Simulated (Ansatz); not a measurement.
# C₂H₅BClFO: how energies converge with the basis set

Aim: see how fast density functionals converge with the basis set for C₂H₅BClFO.

Method: one geometry, several basis sets; program: Ansatz 0.2.0, Gaussian basis.

Plan: PBE0-D4/def2-SVP; ωB97M-V/def2-SVP; PBE0-D4/def2-QZVPP; ωB97M-V/def2-QZVPP; the functionals' def2-TZVPP values are taken from earlier runs.

## (1) The relaxed structure

An earlier PBE0-D4 in a triple-zeta def2 set relaxation fixed the geometry.

SMILES `CC(Cl)OBF`, 11 atoms, charge 0, spin multiplicity 1.

Atoms are counted from 1 here; the program's logs count them from 0.

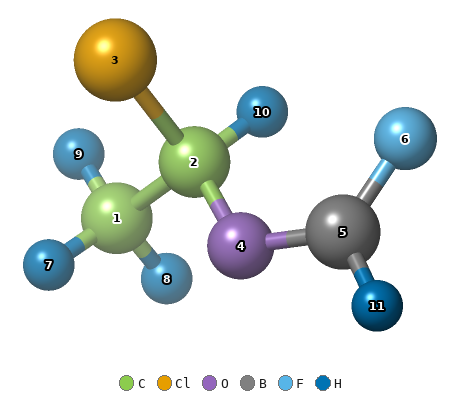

The geometry (colours as in the key); atoms are numbered from 1 in the order of the file.

## (2) PBE0-D4 in def2-SVP

Input file in.yaml:

```yaml
crystal:
  periodic: [false, false, false]
  atoms:
    - {symbol: C, position_ang: [0.277585, -0.790627, 1.394738]}
    - {symbol: C, position_ang: [0.302944, 0.239824, 0.303086]}
    - {symbol: Cl, position_ang: [1.983597, 0.820249, 0.037777]}
    - {symbol: O, position_ang: [-0.180971, -0.327547, -0.881588]}
    - {symbol: B, position_ang: [-0.766326, 0.412306, -1.848746]}
    - {symbol: F, position_ang: [-0.941329, 1.717497, -1.690680]}
    - {symbol: H, position_ang: [0.879978, -1.653016, 1.108327]}
    - {symbol: H, position_ang: [-0.752605, -1.115928, 1.556744]}
    - {symbol: H, position_ang: [0.669173, -0.370728, 2.320657]}
    - {symbol: H, position_ang: [-0.261102, 1.136307, 0.561502]}
    - {symbol: H, position_ang: [-1.145547, -0.125338, -2.841317]}
basis:
  gaussian: {orbitals: def2-SVP}
hamiltonian: {xc: pbe0, dispersion: d4}
output: {orbitals: {seedname: orbitals}}
```

Launch:

```bash
> ansatz run in.yaml --threads 4 --pin off --events-out ev --progress --plain --max-ram 10444MiB
```

The program printed:

```text
Functional definition: PBE0
  name "PBE0"
  cite "Adamo & Barone, J. Chem. Phys. 110, 6158 (1999) doi:10.1063/1.478522"
  cite "Perdew, Burke & Ernzerhof, Phys. Rev. Lett. 77, 3865 (1996) doi:10.1103/PhysRevLett.77.3865"
  parent pbe
  parameter a = 0.25
  parameter kappa = 0.804
  parameter beta = 0.06672455060314922
  exchange = (1 - a)*pbe_x(kappa = kappa, mu = beta*pi^2/3) + a*exact_x
  correlation = pbe_c(beta = beta)
1264 factors; their error is unknown
mean field evaluation 1: about -20094.4103 eV, gradient 4.9e1 eV
mean field evaluation 2: about -20091.7917 eV, gradient 6.2e1 eV
mean field evaluation 4: about -20099.1707 eV, gradient 2.5e0 eV
mean field evaluation 8: about -20099.1807 eV, gradient 3.0e-2 eV
mean field evaluation 16: about -20099.2307 eV, gradient 1.9e-5 eV
mean field -20099.23074013 eV, -738.6331059517 hartree, gradient 1.9e-5 eV, S^2 0.000000; 0 other end points of the search recorded, 0 dependent functions left out
reference -20099.23076648 eV, -738.6331069202 hartree; 28, 28 occupied and 85, 85 virtual orbitals, 1264 factors
Total energy: -20099.42300380 eV, -738.6401715114 hartree
```

Run time: 1.4 s. Hardware: 4 threads of Intel Xeon Platinum 8259CL at 2.50GHz, shared host; peak memory 0.28 GiB.

## (3) ωB97M-V in def2-SVP

in.yaml: that of step 2 with these lines changed.

```diff
@@ -16,3 +16,3 @@
   gaussian: {orbitals: def2-SVP}
-hamiltonian: {xc: pbe0, dispersion: d4}
+hamiltonian: {xc: {name: wB97M-V}}
 output: {orbitals: {seedname: orbitals}}
```

Same command.

The program printed, cut to the lines that bear on the results:

```text
Functional definition: wB97M-V
  name "wB97M-V"
  cite "Mardirossian & Head-Gordon, J. Chem. Phys. 144, 214110 (2016) doi:10.1063/1.4952647"
  cite "Becke, J. Chem. Phys. 107, 8554 (1997) doi:10.1063/1.475007"
  cite "Vydrov & Van Voorhis, J. Chem. Phys. 133, 244103 (2010) doi:10.1063/1.3521275"
  # Of w^i u^j: cxij and so on, Table III.
[...]
  gx(w, u) = 1 - cx + cx01*u + cx10*w
  gss(w, u) = css00 + css04*u^4 + css10*w + css20*w^2 + css43*w^4*u^3
  gos(w, u) = cos00 + cos10*w + (cos20 + cos21*u)*w^2 + (cos60 + cos61*u)*w^6
[...]
      + integral(e_c_pw_mod_opposite_spin*gos(b97_w_opposite, b97_u_opposite)) + vv10(b, c)
1257 factors; their error is unknown
281 factors; integrals over basis functions are off by at most 1.3e-5 eV
[...]
mean field -20108.28024436 eV, -738.9656690985 hartree, gradient 4.1e-5 eV, S^2 0.000000; 0 other end points of the search recorded, 0 dependent functions left out
reference -20108.28028472 eV, -738.9656705814 hartree; 28, 28 occupied and 85, 85 virtual orbitals, 1257 factors
Total energy: -20108.28028472 eV, -738.9656705814 hartree
```

Wall time 4.4 s (4 threads of Intel Xeon Platinum 8259CL at 2.50GHz, shared host); peak memory 0.37 GiB.

## (4) PBE0-D4 in def2-QZVPP

in.yaml: that of step 3 with these lines changed.

```diff
@@ -15,4 +15,4 @@
 basis:
-  gaussian: {orbitals: def2-SVP}
-hamiltonian: {xc: {name: wB97M-V}}
+  gaussian: {orbitals: "def2-QZVPP.json"}
+hamiltonian: {xc: pbe0, dispersion: d4}
 output: {orbitals: {seedname: orbitals}}
```

Same command.

The program printed:

```text
Functional definition: PBE0
  name "PBE0"
  cite "Adamo & Barone, J. Chem. Phys. 110, 6158 (1999) doi:10.1063/1.478522"
  cite "Perdew, Burke & Ernzerhof, Phys. Rev. Lett. 77, 3865 (1996) doi:10.1103/PhysRevLett.77.3865"
  parent pbe
  parameter a = 0.25
  parameter kappa = 0.804
  parameter beta = 0.06672455060314922
  exchange = (1 - a)*pbe_x(kappa = kappa, mu = beta*pi^2/3) + a*exact_x
  correlation = pbe_c(beta = beta)
1588 factors; their error is unknown
mean field evaluation 1: about -20105.5820 eV, gradient 6.3e1 eV
mean field evaluation 2: about -20099.2313 eV, gradient 8.5e1 eV
mean field evaluation 4: about -20113.1295 eV, gradient 4.4e0 eV
mean field evaluation 8: about -20113.1743 eV, gradient 4.4e-1 eV
mean field evaluation 16: about -20113.1744 eV, gradient 4.1e-5 eV
mean field -20113.17442540 eV, -739.1455269342 hartree, gradient 4.1e-5 eV, S^2 0.000000; 0 other end points of the search recorded, 0 dependent functions left out
reference -20113.17446386 eV, -739.1455283477 hartree; 28, 28 occupied and 477, 477 virtual orbitals, 1588 factors
Total energy: -20113.36670119 eV, -739.1525929389 hartree
```

Run time: 10 s. Hardware: 4 threads of Intel Xeon Platinum 8259CL at 2.50GHz, shared host; peak memory 1.9 GiB.

## (5) ωB97M-V in def2-QZVPP

in.yaml: that of step 4 with these lines changed.

```diff
@@ -16,3 +16,3 @@
   gaussian: {orbitals: "def2-QZVPP.json"}
-hamiltonian: {xc: pbe0, dispersion: d4}
+hamiltonian: {xc: {name: wB97M-V}}
 output: {orbitals: {seedname: orbitals}}
```

Launched as before.

The program printed, cut to the lines that bear on the results:

```text
Functional definition: wB97M-V
  name "wB97M-V"
  cite "Mardirossian & Head-Gordon, J. Chem. Phys. 144, 214110 (2016) doi:10.1063/1.4952647"
  cite "Becke, J. Chem. Phys. 107, 8554 (1997) doi:10.1063/1.475007"
  cite "Vydrov & Van Voorhis, J. Chem. Phys. 133, 244103 (2010) doi:10.1063/1.3521275"
  # Of w^i u^j: cxij and so on, Table III.
[...]
  gx(w, u) = 1 - cx + cx01*u + cx10*w
  gss(w, u) = css00 + css04*u^4 + css10*w + css20*w^2 + css43*w^4*u^3
  gos(w, u) = cos00 + cos10*w + (cos20 + cos21*u)*w^2 + (cos60 + cos61*u)*w^6
[...]
      + integral(e_c_pw_mod_opposite_spin*gos(b97_w_opposite, b97_u_opposite)) + vv10(b, c)
1572 factors; their error is unknown
375 factors; integrals over basis functions are off by at most 1.6e-5 eV
[...]
mean field -20122.41202383 eV, -739.4850024149 hartree, gradient 2.8e-5 eV, S^2 0.000000; 0 other end points of the search recorded, 0 dependent functions left out
reference -20122.41208568 eV, -739.4850046881 hartree; 28, 28 occupied and 477, 477 virtual orbitals, 1572 factors
Total energy: -20122.41208568 eV, -739.4850046881 hartree
```

It took 21 s on 4 threads of Intel Xeon Platinum 8259CL at 2.50GHz, shared host; peak memory 2.3 GiB.

## (6) Functionals by basis

The def2-TZVPP values come from earlier runs at the same geometry.

| functional | basis | functions | energy (eV) | from the largest (eV) | HOMO (eV) | LUMO (eV) |
| --- | --- | --- | --- | --- | --- | --- |
| PBE0-D4 | def2-SVP | 113 | -20099.4230 | 13.944 | -8.51 | 0.07 |
| PBE0-D4 | def2-TZVPP | 267 | -20112.5811 | 0.786 | -8.66 | -0.17 |
| PBE0-D4 | def2-QZVPP | 505 | -20113.3667 | 0.000 | -8.69 | -0.26 |
| ωB97M-V | def2-SVP | 113 | -20108.2803 | 14.132 | -10.81 | 2.23 |
| ωB97M-V | def2-TZVPP | 267 | -20121.6620 | 0.750 | -11.00 | 1.77 |
| ωB97M-V | def2-QZVPP | 505 | -20122.4121 | 0.000 | -11.04 | 1.46 |

## (7) Results

```
                                       quantity           value
PBE0-D4: double and triple zeta above quadruple  13.94, 0.79 eV
ωB97M-V: double and triple zeta above quadruple  14.13, 0.75 eV
```

**Reading.** PBE0-D4 gains 13.16 eV from double to triple zeta, then 0.79 eV more. Total energies overstate the basis error of differences, where much of it tends to cancel. The LUMO of ωB97M-V is positive and keeps falling with the basis (2.23 to 1.46 eV): an unbound level that the basis holds in place.

For PBE0-D4 the largest set took about 7 times as long as the smallest (10 s against 1.4 s).
